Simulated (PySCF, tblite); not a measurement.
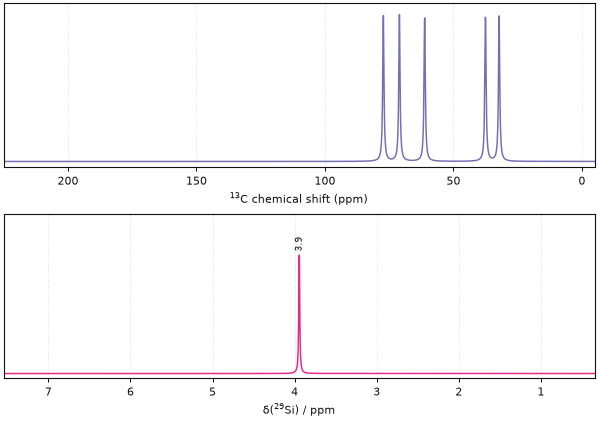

GIAO shifts, PBE0/pcSseg-1, PySCF 2.14.0, at a GFN2-xTB geometry (a minimum by its frequencies), against TMS for ¹³C and TMS for ²⁹Si computed at the same level. Gas phase, fully decoupled, line heights follow the number of nuclei, widths are arbitrary (no quadrupolar broadening); values of one conformer, averaged over methyl-type rotors and exact or near symmetry; other conformers aren't averaged in.

**Which structure fits the spectrum?**
A. C₆H₁₃FOSi, SMILES CC(C)[C@@H]1CCO[Si@@H]1F
B. C₅H₁₁FO₂Si, SMILES COC[C@@H]1CCO[Si@H]1F
C. C₆H₁₁FOSi, SMILES C=C(C)[C@@H]1CCO[Si@H]1F
D. C₆H₁₁FOSi, SMILES C=CC[C@@H]1CCO[Si@H]1F

Option B. Its ¹³C signals: 77.3 (1 C), 71.0 (1 C), 61.2 (1 C), 37.5 (1 C), 32.2 (1 C) ppm. Its ²⁹Si signals: 3.9 (1 Si) ppm.

Note: the tight-binding geometry is rougher than a DFT one and adds to the error.
